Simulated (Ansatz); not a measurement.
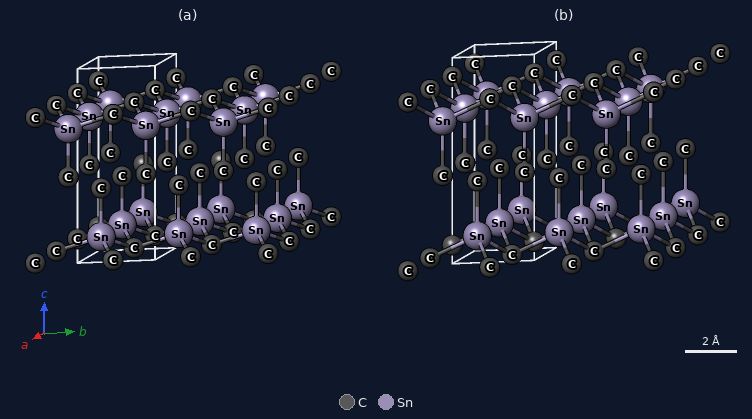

The structure of a crystal of SnC2 (a generated structure, set up in P-3m1) before (left) and after (right) a relaxation, at one scale.

Style: ball-and-stick. Shown: the cell of the calculation, repeated 3 × 3 × 1 with one cell outlined, slightly off an axis.

Theory: DFT, PBE, plane waves, PAW in Ansatz. Set-up: plane-wave cutoff 420 eV; k-point mesh 12 × 12 × 4; occupations fermi dirac; smearing width 0.02 eV; no spin polarisation; cell and atoms relaxed; force threshold 0.005 eV/Å.

### Describe what moved and what it gained.

The largest moves relative to the cell, 0.28 Å, are those of C atoms. Sn stays in place. The drawn cell changes as follows: a = b 3.168 → 3.343 Å (+5.5 %), c 7.760 → 8.234 Å (+6.1 %); the volume changes by +18.2 %. Among the contacts that change: C–C 1.940 → 1.496 Å, C–Sn 1.940 → 2.182 Å, C–Sn 1.940 → 2.159 Å. New bonds form, among them: C–C (1.94 → 1.50 Å). Bond angles that change, for instance: Sn–C–Sn 109.5° → 101.5°, C–Sn–C 109.5° → 101.5°, C–Sn–C 109.5° → 116.6°. The space group stays P-3m1 (No. 164). The energy falls by 632 meV per atom in 10 accepted moves (13 points after the start). The largest force component goes from 6.2 to 0.00032 eV/Å. Pressure: 49.36 GPa at the start and 0.01 GPa at the end. The line search rejected the trial step at point 3 of the run. The SCF was repeated twice at an unchanged geometry on a basis and grid sized afresh for the cell, which shifted the energy by 7.7 meV per atom at most. Cost: 26 s on 4 threads of Arm Neoverse V1 (shared host), peak memory 0.47 GiB.
